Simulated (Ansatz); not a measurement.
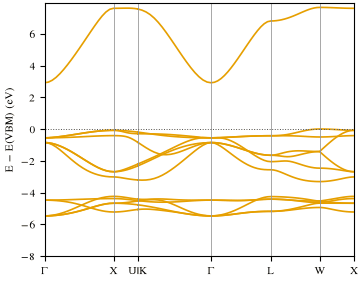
Band structure from the program Ansatz at the PBE level (PAW)

Read off the gap and where the band edges lie.

About 2.9 eV (2.91 eV by a search for the band edges); maximum at W, minimum at Γ.

Which of these materials gives this?
(A) MgO, rock salt
(B) CdF2, fluorite
(C) Be2C, fluorite or antifluorite type
(D) C, Fd-3m (C on 32e)

B, CdF2, fluorite

Space group Fm-3m (fluorite). Symmetry was held in the PBE relaxation. Spin–orbit coupling is left out wherever it is not named.

Potentials: the earlier of the program's two PAW sets.
